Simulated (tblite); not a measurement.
Energy landscape of O2Se, singlet: map of symmetric stretch and bend. Scanned: Se-O bond length and O-Se-O angle.

Cartesian coordinates as functions of the variables (Å; names that start with a are angles):
```
Se  0  0  0
O  r*sin(a/2)  0  r*cos(a/2)
O  -r*sin(a/2)  0  r*cos(a/2)
```

Computed with tblite 0.5.0 with GFN2-xTB, 300 K electronic temperature.

Energy in mEh above the lowest grid point; x is the Se-O bond length (Å), y the O-Se-O angle (°).

```csv
y \ x,1.37,1.47,1.55,1.63,1.71,1.79,1.87,1.95,2.03,2.11,2.17
180,357.8,236.7,188.3,165.0,157.8,162.7,176.3,196.0,219.5,245.0,264.8
173.95,310.3,198.6,157.3,141.3,141.2,151.7,169.2,191.3,216.2,242.7,263.0
165.32,254.9,153.8,119.7,109.9,115.6,131.0,152.7,178.2,206.0,234.8,256.4
156.68,208.2,115.7,87.2,82.4,92.3,111.3,136.2,164.4,194.5,225.1,248.0
148.04,169.7,83.8,59.8,58.7,71.9,93.7,121.0,151.4,183.3,215.5,239.4
139.41,138.9,57.8,37.1,38.9,54.5,78.6,107.7,139.8,173.1,206.7,231.4
130.77,115.8,37.8,19.3,23.1,40.4,66.1,96.7,130.0,164.5,199.0,224.5
122.14,100.6,24.0,6.7,11.6,30.0,56.7,88.2,122.4,157.8,193.1,219.1
113.50,94.5,17.4,0.0,5.1,23.9,51.0,83.0,117.6,153.5,189.2,215.6
104.86,99.5,19.3,0.5,4.7,22.9,49.7,81.5,116.2,152.1,188.0,214.4
96.23,119.3,32.7,10.4,12.1,28.5,53.9,84.9,118.9,154.3,189.8,216.0
85,179.6,75.8,43.9,38.6,49.7,71.1,98.9,130.5,164.0,198.0,223.3
```

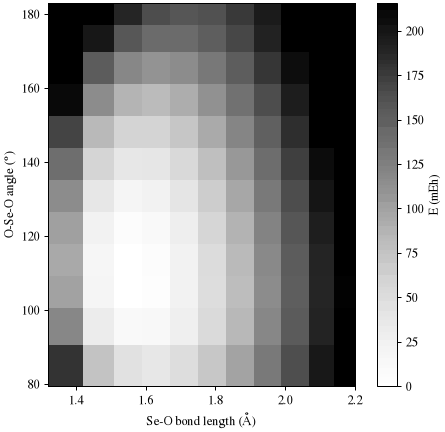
Fig. 1. Energy surface, cut off at 216 mEh.

Points that lie below all their neighbours on the grid: x = 1.55, y = 113.50 (0.0 mEh).
